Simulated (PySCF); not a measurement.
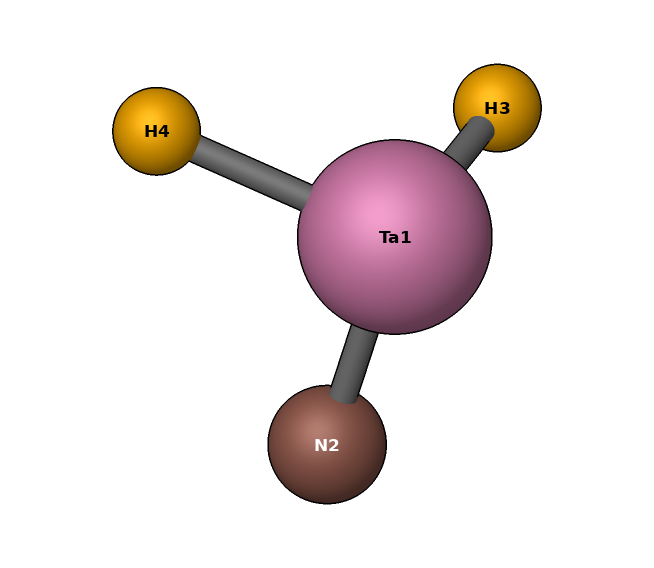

Every bond is drawn as one stick. The species is neutral and a spin singlet. The geometry was computed by an optimisation with PBE0/def2-TZVP with core potentials. Level of theory: PBE0/def2-TZVP, core potentials on Ta (PySCF 2.14.0).

List the Mayer bond orders of Ta1–N2, Ta1–H3 (one bond of each equivalent set).

```
  bond  Mayer order  length (Å)
Ta1–N2         3.05       1.679
Ta1–H3         0.98       1.774
```

The search tried a few shapes and spins; others may lie lower.
